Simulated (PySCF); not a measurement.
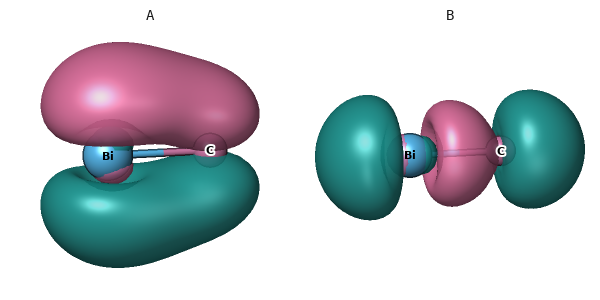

The picture shows: BiC (charge −1). Two frontier orbitals, each drawn at the value that holds 80 % of its norm (teal and pink are the two phases), in no order; of a degenerate pair one member is drawn.

Core potentials replace the inner electrons of Bi.

The calculation used PBE0/def2-SVPD, non-relativistic Hamiltonian with scalar-relativistic core potentials where named, at a bond length of 2.007 Å (PySCF 2.14.0).

> Label each orbital by symmetry, say whether it is occupied, and order them by energy.

Orbital B: σ, occupied, −0.63 eV; shared between the atoms (Bi 40 %, C 60 %).
Orbital A: π, occupied, −0.59 eV; bonding, with no node between the atoms.
